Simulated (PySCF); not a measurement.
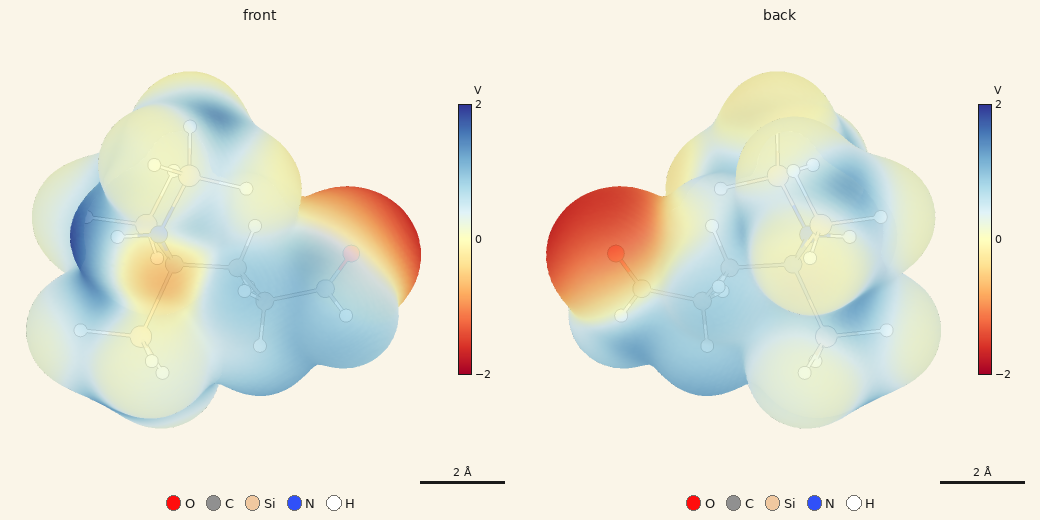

C₄H₁₅NOSi₃ (SMILES O=CCCC([SiH3])([SiH3])N[SiH3]). The electrostatic potential painted on the density surface at 0.002 e/bohr³, seen from the front and from behind; red is negative and blue positive.

Geometry: GFN2-xTB.

Level of theory: PySCF, PBE0/pcSseg-1, SCF density, gas phase, non-relativistic.

Input

```
{"job": {"kind": "nmr", "xc": "PBE0", "basis": "pcSseg-1"}, "charge": 0, "multiplicity": 1}
O      1.663618     3.098090    -0.668871
C      2.193936     2.217989    -0.051904
C      1.691419     0.814407     0.098100
C      0.454746     0.523904    -0.748314
C     -0.345889    -0.687890    -0.275835
Si     0.755607    -2.255078    -0.145638
Si    -1.801035    -0.974655    -1.503927
N     -0.865841    -0.442291     1.076503
Si    -1.551168     1.006422     1.707125
H      3.146347     2.399015     0.489866
H      1.453267     0.671681     1.156170
H      2.509393     0.129407    -0.138538
H     -0.185055     1.410615    -0.727748
H      0.759932     0.369072    -1.785758
H      1.518756    -2.431170    -1.381695
H     -0.118273    -3.411740     0.074520
H      1.662544    -2.157106     1.000432
H     -2.594788     0.246983    -1.618700
H     -1.259431    -1.349759    -2.810300
H     -2.636804    -2.054633    -0.973811
H     -1.276098    -1.287080     1.447263
H     -0.527100     2.052253     1.738208
H     -1.933740     0.610159     3.063217
H     -2.726079     1.521167     0.987190
```

Command:

```sh
OMP_NUM_THREADS=1 python probes_run.py task.json out
```

### Describe the electrostatic potential map.

The most negative region (about −1.6 V) lies over O1, the most positive (about +1.7 V) over H21. O1 is the likeliest acceptor of a hydrogen bond.

### How polar is the molecule by this calculation?

Its dipole moment is 2.53 D.
